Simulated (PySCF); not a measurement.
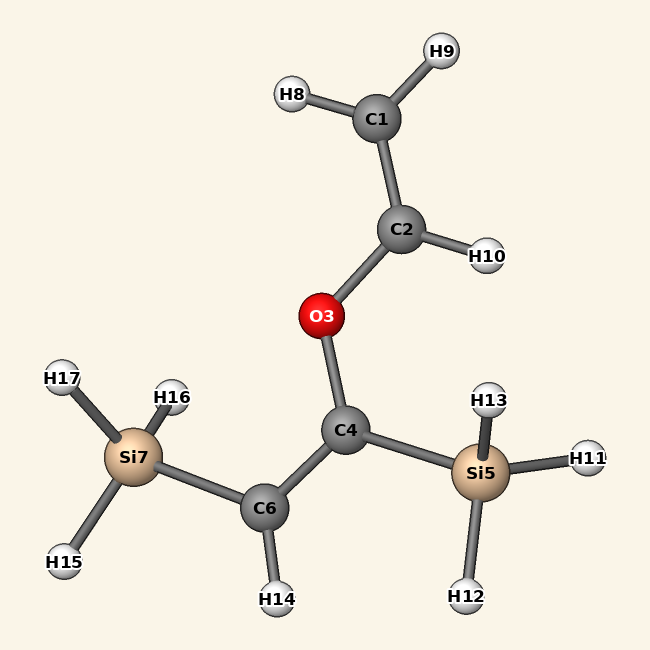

The questions are on IAO charges. The computed structure is the end point of a GFN2-xTB optimisation. No frequency run is at hand to confirm it as a minimum. Level of theory: PBE0/pcSseg-1, gas phase (PySCF 2.14.0).

Give the IAO charges atom by atom.

```csv
atom,value (e)
C1,−0.38
C2,0.06
O3,−0.27
C4,−0.05
Si5,0.57
C6,−0.48
Si7,0.61
H8,0.16
H9,0.16
H10,0.13
H11,−0.11
H12,−0.10
H13,−0.11
H14,0.16
H15,−0.13
H16,−0.12
H17,−0.12
```

The geometry is semi-empirical. Around Si such bond lengths and angles can be off by a tenth of an ångström or more and by several degrees, and values that hang on the shape move with them.
